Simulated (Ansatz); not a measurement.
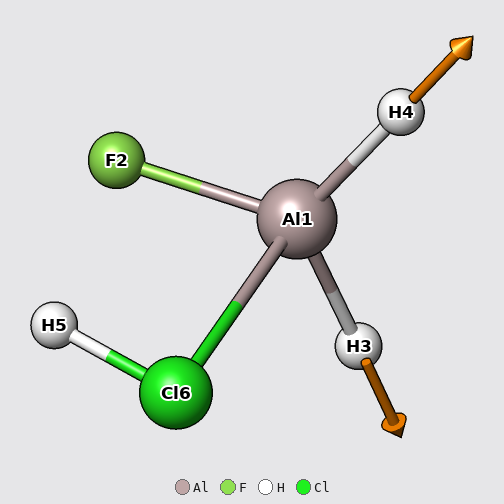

The arrows show one normal mode. Harmonic vibrations computed with RKS PBE0-D4/def2-TZVP (Ansatz 0.2.0) at a stationary point of the same level.

Question: Describe the motion.

Answer: Mostly in-phase stretching of 2 Al–H bonds.

Question: At what wavenumber does it lie?

Answer: 1952 cm⁻¹; it is mode 10 of 12 counted from the lowest.
